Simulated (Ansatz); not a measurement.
# AlSiH (triplet): inputs that go wrong

3 inputs are run for AlSiH (triplet) as typed; the log has to tell whether the result can be used and what must change.

The runs use Ansatz 0.2.0, Gaussian basis; the settings change from run to run.

17 further runs of the same task are left out: 7 that didn't finish, 10 set aside as unsound or not needed.

## 1. What is computed

The geometry is a PBE0/def2-TZVP stationary point (not a proven minimum) of the parent state, kept for this charge and spin.

3 atoms, charge 0, spin multiplicity 3.

Atoms are counted from 1 here; the program's logs count them from 0.

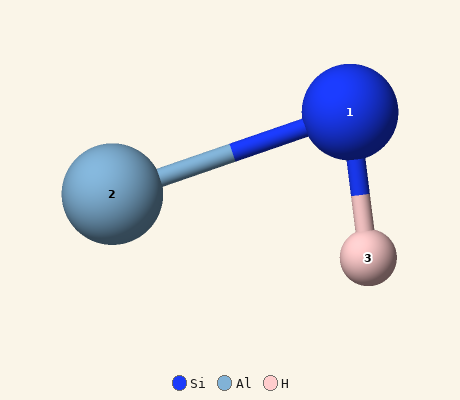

The geometry (silicon blue, aluminium light blue, hydrogen pink); atoms are numbered from 1 in the order of the file.

## 2. Input 1

The input, in.yaml:

```yaml
crystal:
  periodic: [false, false, false]
  atoms:
    - {symbol: Si, position_ang: [0.000000, -0.066010, 1.277710]}
    - {symbol: Al, position_ang: [0.000000, 0.014356, -1.367591]}
    - {symbol: H, position_ang: [0.000000, 1.455013, 1.006599]}
basis:
  gaussian: {orbitals: cc-pVDZ}
correlation: {method: fic_mrcisd_q, electrons: all, active_space: {window: {electrons: 4, orbitals: 4}}}
magnetization: {spin_polarized: true, initial_magnetization: 2}
```

Run with:

```
$ ansatz run in.yaml --threads 1 --pin off --events-out ev --progress --plain --max-ram 2393MiB
```

Log:

```text
Error: invalid value for `correlation.active_space`: it starts from restricted Hartree–Fock orbitals; set hamiltonian.xc: hf without magnetization.spin_polarized
```

Wall time 0.03 s (1 thread of AMD EPYC 7B13, shared host).

Diagnosis: The run was refused. An active space is asked on unrestricted orbitals. Fix: drop spin_polarized: true.

## 3. Input 2

The input, in.yaml:

```yaml
crystal:
  periodic: [false, false, false]
  atoms:
    - {symbol: Si, position_ang: [0.000000, -0.034932, 0.676164]}
    - {symbol: Al, position_ang: [0.000000, 0.007597, -0.723729]}
    - {symbol: H, position_ang: [0.000000, 0.769993, 0.532692]}
basis:
  gaussian: {orbitals: 6-31G}
magnetization: {spin_polarized: false, initial_magnetization: 2}
correlation: {active_space: {window: {electrons: 2, orbitals: 5}, fixed_orbitals: true}}
accuracy: high
scf: {lower_state_search: off}
output: {forces: true}
```

The command is unchanged.

Log:

```text
Functional definition: HF
  name "HF"
  cite "Fock, Z. Phys. 61, 126 (1930) doi:10.1007/BF01340294"
  parent pbe
  exchange = exact_x
  correlation = 0
these checks for a lower state are left out or cut short: starts, cluster_reference, orbital_swaps, neighbouring_geometries, increment
591 factors; integrals over basis functions are off by at most 3.5e-9 eV
mean field evaluation 1: about -14423.5687 eV, gradient 9.4e0 eV
mean field evaluation 2: about -14423.8197 eV, gradient 9.9e0 eV
mean field evaluation 4: about -14424.4968 eV, gradient 1.2e0 eV
mean field evaluation 8: about -14424.5166 eV, gradient 1.3e-1 eV
mean field evaluation 16: about -14424.5187 eV, gradient 1.5e-2 eV
mean field evaluation 32: about -14424.5187 eV, gradient 5.9e-8 eV
mean field -14425.56636749 eV, -530.1297860052 hartree, gradient 1.6e-8 eV, S^2 2.000000; 1 other end points of the search recorded, 0 dependent functions left out
reference -14425.56636749 eV, -530.1297860052 hartree; 15, 13 occupied and 13, 15 virtual orbitals, 591 factors
state -14425.56653889 eV, -530.1297923040 hartree
the calculation of the forces begins
Total energy: -14425.56653889 eV, -530.1297923040 hartree
Atom 0 at     0.000000    -0.034932     0.676164 Å, force    -0.000000   -68.276989    67.256059 eV/Å
Atom 1 at     0.000000     0.007597    -0.723729 Å, force    -0.000000     1.399482   -55.852744 eV/Å
Atom 2 at     0.000000     0.769993     0.532692 Å, force     0.000000    66.877507   -11.403315 eV/Å
Dipole moment:    -0.000000     0.093407    -0.174176 e Å
Checks for a lower state left out: starts, cluster_reference, orbital_swaps, neighbouring_geometries, increment
```

Run time: 0.93 s. Hardware: 1 thread of AMD EPYC 7B13, shared host.

Diagnosis: The run converged, which proves nothing about the input. The coordinates are scaled by the bohr-ångström factor. The shortest distance is 0.82 Å, against 1.54 Å in the geometry of step 1. Its energy belongs to another geometry. Cure: restore the coordinates in ångström.

## 4. Input 3

The input, in.yaml:

```yaml
crystal:
  periodic: [false, false, false]
  atoms:
    - {symbol: Si, position_ang: [0.000000, -0.066010, 1.277710]}
    - {symbol: Al, position_ang: [0.000000, 0.014356, -1.367591]}
    - {symbol: H, position_ang: [0.000000, 1.455013, 1.006599]}
basis:
  gaussian: {orbitals: cc-pVDZ}
magnetization: {spin_polarized: false, initial_magnetization: 2}
correlation: {method: fic_mrcisd_q, electrons: outside_noble_gas, active_space: {window: {electrons: 2, orbitals: 200}}}
accuracy: high
```

Launched as before.

Log:

```text
Functional definition: HF
  name "HF"
  cite "Fock, Z. Phys. 61, 126 (1930) doi:10.1007/BF01340294"
  parent pbe
  exchange = exact_x
  correlation = 0
847 factors; integrals over basis functions are off by at most 3.2e-9 eV
mean field evaluation 1: about -14458.1089 eV, gradient 7.0e0 eV
mean field evaluation 2: about -14458.1126 eV, gradient 7.0e0 eV
mean field evaluation 4: about -14458.6810 eV, gradient 1.2e0 eV
mean field evaluation 8: about -14458.7117 eV, gradient 1.4e-2 eV
mean field evaluation 16: about -14458.7117 eV, gradient 1.7e-8 eV
mean field -14458.71170949 eV, -531.3478548571 hartree, gradient 1.8e-8 eV, S^2 2.000000; 2 other end points of the search recorded, 0 dependent functions left out
reference -14458.71170949 eV, -531.3478548571 hartree; 15, 13 occupied and 26, 28 virtual orbitals, 847 factors
Error: 2 electrons in 200 orbitals form no window around the highest filled level of the reference
```

Run time: 0.66 s. Hardware: 1 thread of AMD EPYC 7B13, shared host.

**Diagnosis.** The run stopped with an error. The active window can't be built from these electrons and orbitals. Fix: choose counts that fit the spin, the electrons and the basis.

## 5. How the runs ended

| input | level | ended | cause | time |
| --- | --- | --- | --- | --- |
| 1 | MRCISD+Q(4,4)/cc-pVDZ | refused | an active space is asked on unrestricted orbitals | 0.03 s |
| 2 | CASCI(2,5)/6-31G | converged | the coordinates are scaled by the bohr-ångström factor | 0.93 s |
| 3 | MRCISD+Q(2,200)/cc-pVDZ | stopped by an error | the active window can't be built from these electrons and orbitals | 0.66 s |

1 refused, 1 converged, 1 stopped by an error. The input that converges on a wrong geometry or spin is the dangerous one: no error points at it, so geometry and ⟨S²⟩ have to be checked.
